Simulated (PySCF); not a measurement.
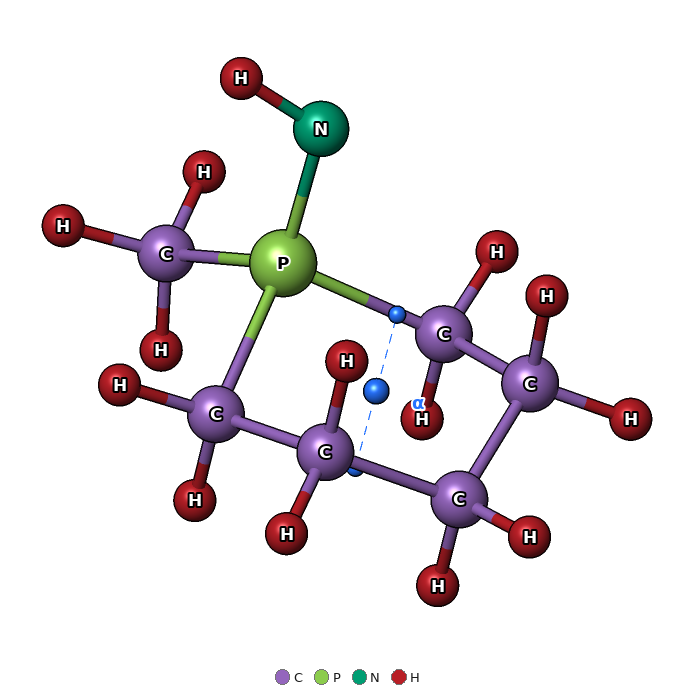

The small points mark where nucleus-independent chemical shifts (NICS) were computed: at the centre of each lettered ring and 1 Å above and below it. The computed structure is the end point of a GFN2-xTB optimisation. No frequency run is at hand to confirm it as a minimum. Level of theory: GIAO PBE0/pcSseg-1 NMR shielding, non-relativistic, gas phase (PySCF 2.14.0).

Give NICS(0), NICS(1) and the out-of-plane component NICS(1)zz for each ring (means of the two sides).

```tsv
ring	members	NICS(0)	NICS(1)	NICS(1)zz
α	C5P	−2.0	−2.0	4.2
```

Values in ppm.

Question. What do the values say about the ring currents?

Answer. Ring α: weak, as in a non-aromatic ring. NICS is one index among several.

The geometry is semi-empirical. Around P such bond lengths and angles can be off by a tenth of an ångström or more and by several degrees, and values that hang on the shape move with them.
